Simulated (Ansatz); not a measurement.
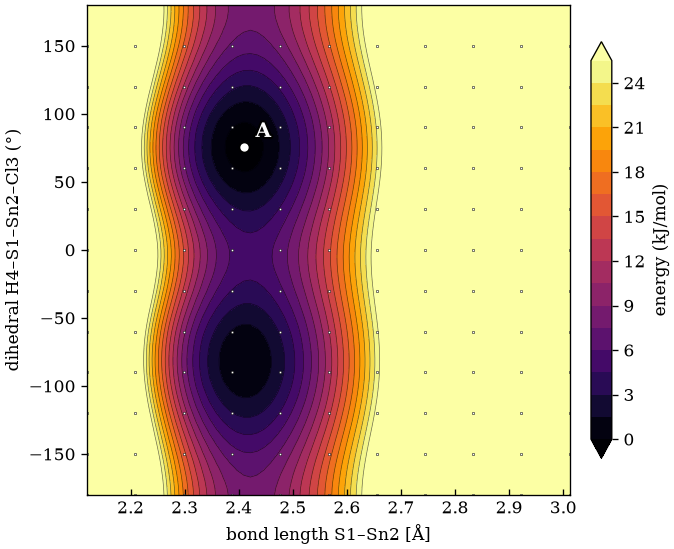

ClH3SSn, SMILES [SH][SnH2][Cl]. Coordinates scanned: (1) bond length S1–Sn2; (2) dihedral H4–S1–Sn2–Cl3. Nothing is relaxed (all other coordinates rigid). Grid: 11 × 12 points. Energies: kJ/mol, counted from the lowest grid point. Computed with RKS PBE-D4/def2-TZVP in Ansatz 0.2.0.

Drawn: filled contours, dots at the grid points, one colour for all values above the top of the scale, the well A. Between grid points the surface is interpolated.

### Estimate the position of the minimum and the force constants in these coordinates. Take the well at A.

The interpolated minimum is at bond length S1–Sn2 ≈ 2.409 Å, dihedral H4–S1–Sn2–Cl3 ≈ 76°. The curvatures there are about 12 eV/Å² and 0.14 eV/rad², with a cross term of about 0 eV/(Å·rad). Round the minimum the two coordinates are nearly uncoupled. (1 eV is 96.5 kJ/mol.)
